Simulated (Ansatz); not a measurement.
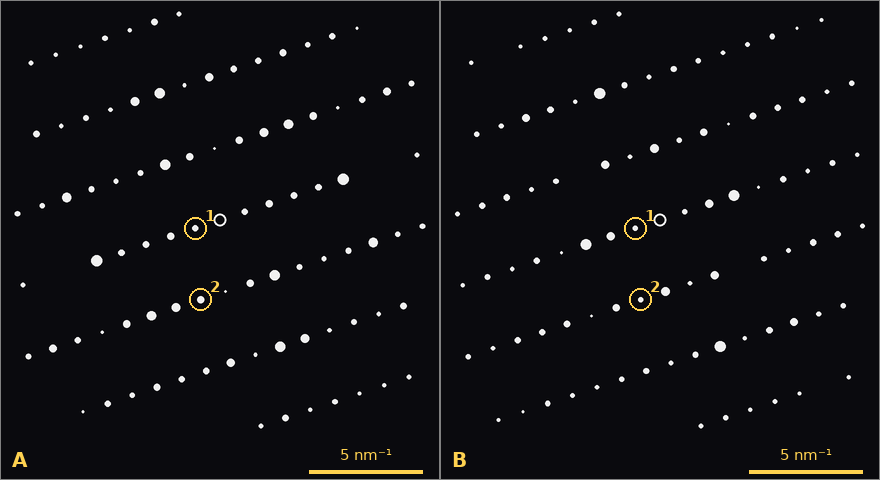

Kinematic electron diffraction patterns (200 kV, B = 0.5 Å², same scale) along [1-10] of the run's own cell, for the start and the end of one relaxation of SeBr3O with DFT, PAW plane waves, pbe (Ansatz 0.2.0). k mesh 5×5×2. The start is a generated model structure, and the relaxation ends in the nearest stationary point of its symmetry, not necessarily the ground state. Spot 1 is 0 0 -1 and spot 2 is 1 1 -1 in both.

Start structure:

```yaml
crystal:
  lattice:
    - [0.00000, 3.93276, 0.00000]
    - [8.59040, -1.96638, 0.00000]
    - [3.80708, 0.00000, -8.68514]
  atoms:
    - { symbol: O, position: [0.73100, 0.46200, 0.57900] }
    - { symbol: O, position: [0.26900, 0.53800, 0.42100] }
    - { symbol: Se, position: [0.19600, 0.39200, 0.68490] }
    - { symbol: Se, position: [0.80400, 0.60800, 0.31510] }
    - { symbol: Br, position: [0.33000, 0.66000, 0.75050] }
    - { symbol: Br, position: [0.67000, 0.34000, 0.24950] }
    - { symbol: Br, position: [0.61690, 0.23380, 0.93410] }
    - { symbol: Br, position: [0.38310, 0.76620, 0.06590] }
    - { symbol: Br, position: [0.04790, 0.09580, 0.64970] }
    - { symbol: Br, position: [0.95210, 0.90420, 0.35030] }
```

> Which pattern belongs to the start structure, and which to the relaxed one?

B is the start: its cell gives d(1) = 8.685 Å, d(2) = 2.754 Å and an angle of 58.1°. The spot positions hardly differ, so the intensities decide: those computed from the start structure match B, and A is the relaxed structure.

> Name reflections whose intensity changes strongly on relaxation.

0 0 7, 0 0 6 fade out of sight; 1 1 3 comes into sight; 1 1 -3 goes from 0.023 to 55 % of the strongest spot; 1 1 0 goes from 46 to 0.099 % of the strongest spot; 2 2 3 goes from 1 to 43 % of the strongest spot.

> What did the relaxation do to the structure and the energy?

The cell was held fixed; with the mean shift removed, the atoms moved by up to 0.91 Å relative to the cell (Br most); the space group stayed C2/m (No. 12); the free energy fell by 220 meV an atom.
